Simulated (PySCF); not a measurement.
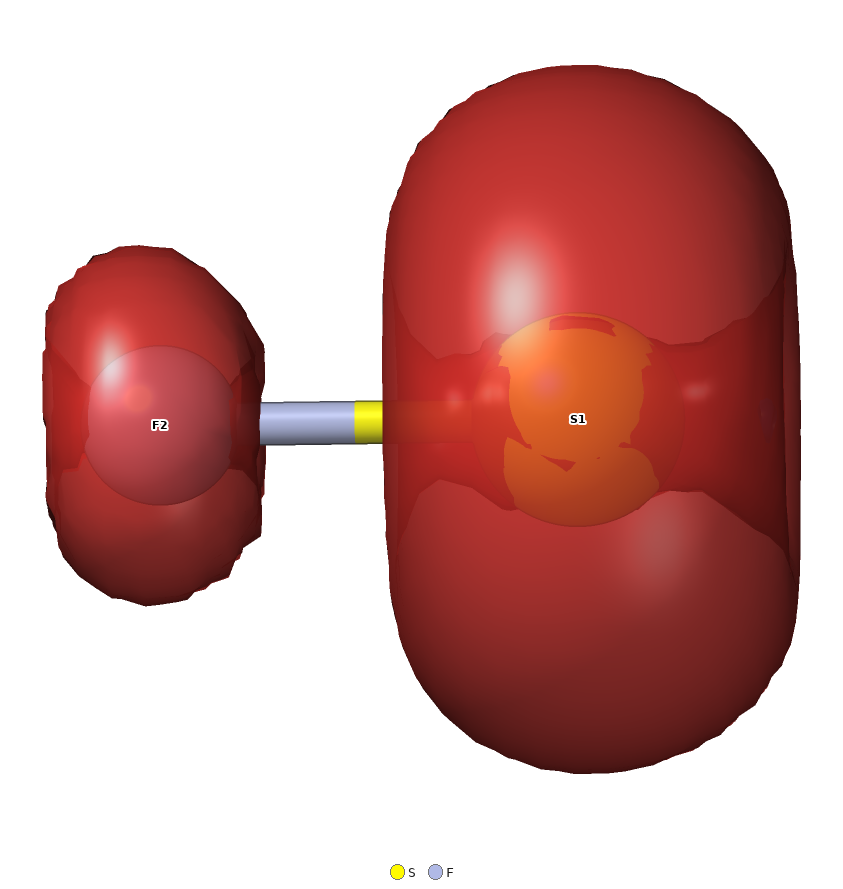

*SF (charge +1, triplet). Isosurfaces of the spin density at +0.08 (red) and −0.08 e/Å³ (blue), seen from one side.*

The calculation used PySCF 2.14.0, PBE0/6-311G(d,p), non-relativistic, at a bond length of 1.531 Å.

```yaml
atoms:
  - { symbol: S, position_ang: [0.0000, 0.0000, -0.5707] }
  - { symbol: F, position_ang: [0.0000, 0.0000, 0.9603] }
```

Which atoms carry the spin?

The unpaired spin (2 electrons) lies mostly on S1 (about 1.7) and F2 (about 0.3), in electrons by Hirshfeld's partition.
